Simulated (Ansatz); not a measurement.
## Electronic structure of ClFZn (SMILES [F][Zn][Cl]) in real space

Input

```
crystal:
  periodic: [false, false, false]
  atoms:
    - {symbol: F, position_ang: [-1.496672, 0.787605, -0.739786]}
    - {symbol: Zn, position_ang: [-0.093403, 0.027100, -0.048639]}
    - {symbol: Cl, position_ang: [1.579175, -0.879504, 0.775126]}
basis:
  gaussian: {orbitals: def2-TZVPP}
hamiltonian: {xc: pbe0, dispersion: d4}
output: {orbitals: {seedname: orbitals}}
```

Launched as:

```sh
ansatz run in.yaml --threads 4 --pin off --events-out ev --progress --plain --max-ram 10444MiB
```

Geometry: PBE0-D4/def2-TZVP.

All numbers below come from RKS PBE0-D4/def2-TZVPP in Ansatz 0.2.0.

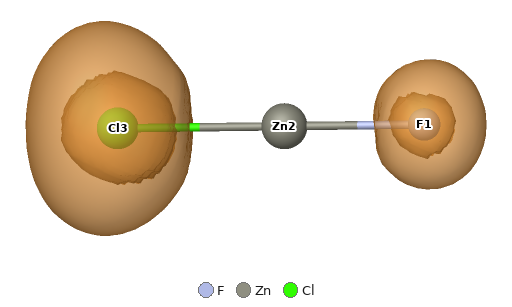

Figure 1. Isosurface of the ELF at 0.75 (orange), seen from one side. Core shells and regions of very low density are left out.

Question: Describe the localisation domains.

Answer: The ELF exceeds this value in one region wrapped around Cl (its valence shell) and one region wrapped around F (its valence shell). Profiles from the grid: Zn–F (1.74 Å): the ELF peaks at about 0.80 in the valence shell of F, 0.5 Å from its nucleus, and is about 0.15 at the midpoint. Zn–Cl (2.07 Å): the ELF peaks at about 0.80 in the valence shell of Cl, 0.8 Å from its nucleus, and is about 0.50 at the midpoint.

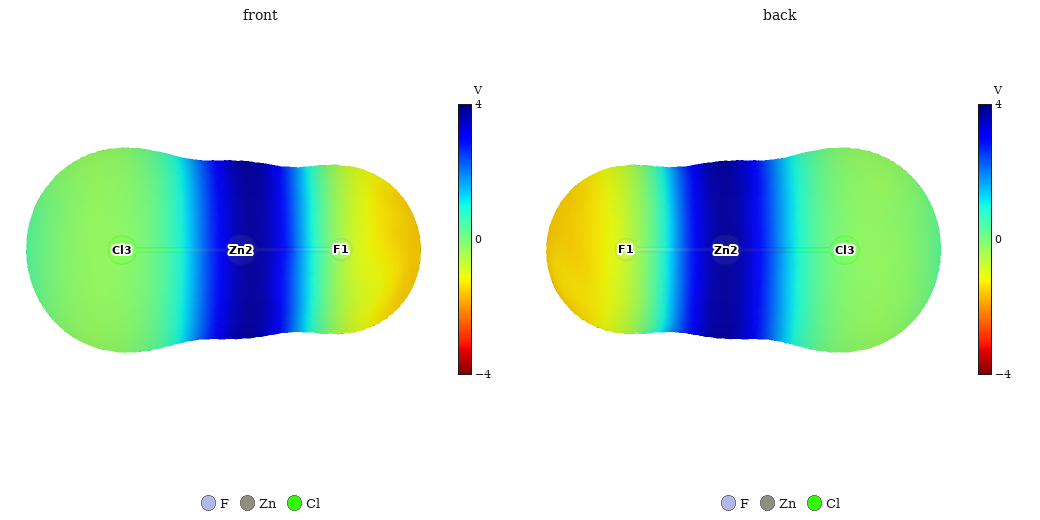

Figure 2. The molecular electrostatic potential painted on the density surface at 0.004 e/bohr³, seen from the front and from behind; red is negative and blue positive.

Question: Where is the surface potential most negative and most positive?

Answer: The most negative region (about −1.5 V) lies over F1, the most positive (about +3.8 V) over Zn2. Cl3 shows a σ-hole: about +0.3 V at the tip opposite its bond, against about −0.2 V on its flanks.

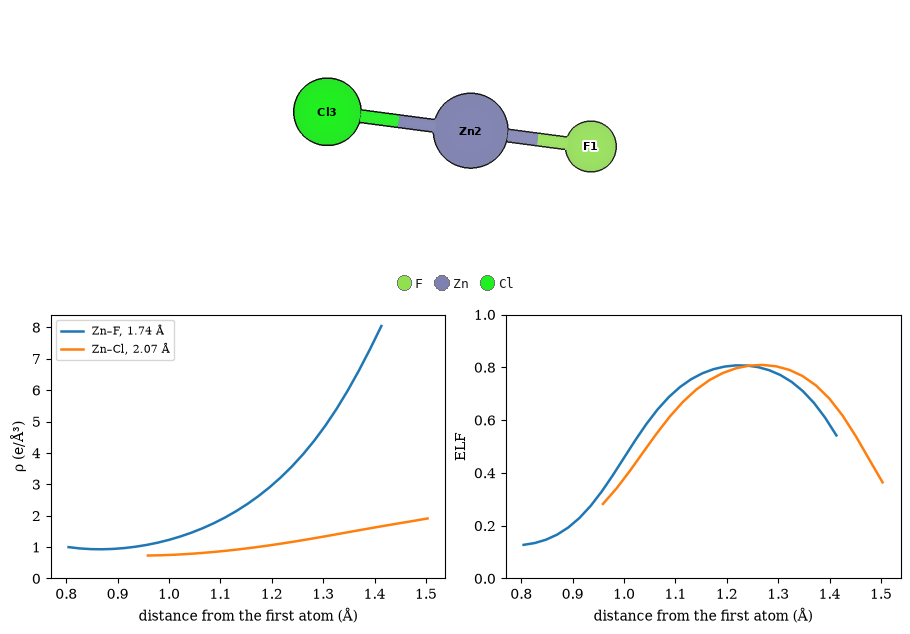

Figure 3. Electron density and ELF along straight lines between neighbouring atoms. The curves leave out the atomic cores. The structure is drawn too.

Question: Compare the contacts.

Answer: Zn–F (1.74 Å): ρ is about 0.93 e/Å³ halfway; the ELF peaks at about 0.80 in the valence shell of F, 0.5 Å from its nucleus, and is about 0.15 at the midpoint.
Zn–Cl (2.07 Å): ρ at the midpoint is about 0.78 e/Å³; the ELF peaks at about 0.80 in the valence shell of Cl, 0.8 Å from its nucleus, and is about 0.50 at the midpoint.
